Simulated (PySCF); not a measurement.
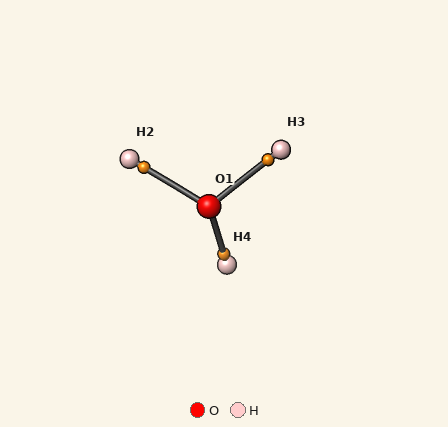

Figure. H3O, charge +1, SMILES `[OH3+]`. Molecular graph of the electron density (QTAIM): bond paths, bond critical points (orange), ring points (yellow, if any); weak paths are dashed.

PySCF calculation, B3LYP/6-31+G*, gas phase; geometry: GFN2-xTB. No frequency check shows the geometry to be a minimum.

Q: How many critical points of each kind are there, and does the count close?

A: 4 nuclei, 3 bond, 0 ring and 0 cage critical points: 4 − 3 + 0 − 0 = 1, as the Poincaré–Hopf relation requires.

Q: What does the calculation give at each kind of bond critical point?

A:
```
           bond  length (Å)  ρ (a.u.)  ∇²ρ (a.u.)     ε  H (a.u.)
O1–H4 (3 alike)       0.984     0.312       −1.84  0.02    −0.497
```

Q: What kind of interaction is O1–H4?

A: Shared-shell (covalent): ρ = 0.312, ∇²ρ = −1.84, H = −0.497 a.u.
